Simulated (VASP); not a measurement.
Band structure of Sr (fcc). Calculation: MS2 meta-GGA, VASP's PBE PAW potentials (set 64) (plane waves; VASP).

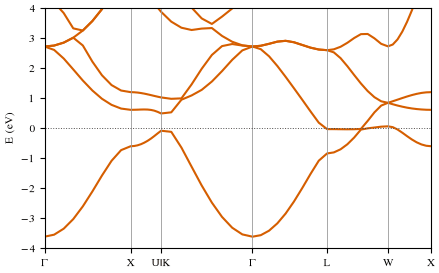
Figure. Bands along high-symmetry lines, zero at the valence-band maximum or, without a gap, the Fermi level

**Question.** Read the plot: is there a gap, and where are the band edges?

**Answer.** It has no gap at this level: it comes out as a metal or semimetal.

The compound is Sr in the fcc structure. It was relaxed first.
